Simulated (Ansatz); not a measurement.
Effect of Ba → Sr on BaTiO3

Take BaTiO3 in the cubic perovskite structure (space group Pm-3m, No. 221; a = 4.019 Å) as the base.

Now apply this change: Sr takes the place of Ba on all its sites; the structure is relaxed again.

Method: PBE (Ansatz, a program for electronic structure, PAW, no spin-orbit coupling), earlier PAW set. Settings: 8×8×8 k-points, 0.05 eV Fermi–Dirac smearing.

The lattice parameter a drops by 0.0829 Å, from 4.019 Å to 3.937 Å and the space group remains Pm-3m (No. 221). The band gap rises by 0.06 eV to 1.85 eV and the gap character stays indirect, R → Γ. The smallest direct gap rises by 0.30 eV, from 1.90 eV to 2.20 eV and the width of the top valence band rises by 0.05 eV (0.95 eV → 1.00 eV).

Final structure:

```
SrTiO3
1.0
    3.93654     0.00000     0.00000
    0.00000     3.93654     0.00000
    0.00000     0.00000     3.93654
Sr Ti O
1 1 3
Cartesian
  0.00000   0.00000   0.00000
  1.96827   1.96827   1.96827
  0.00000   1.96827   1.96827
  1.96827   1.96827   0.00000
  1.96827   0.00000   1.96827
```

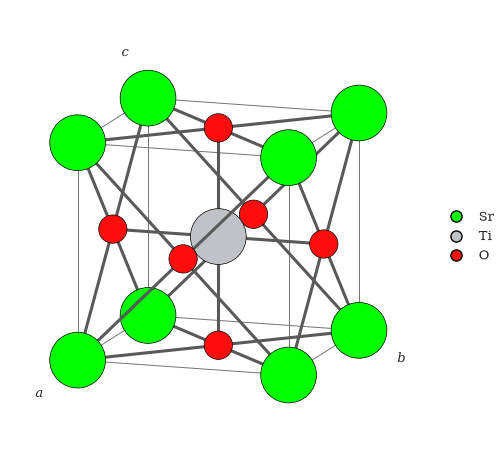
Figure. The relaxed conventional cell after the change

No phonon test of stability was made. All final runs are without spin polarisation. Many cubic perovskites are stable only at high temperature; tilts and polar distortions were not tested. This is not the structure that BaTiO3 has at room temperature and ambient pressure.
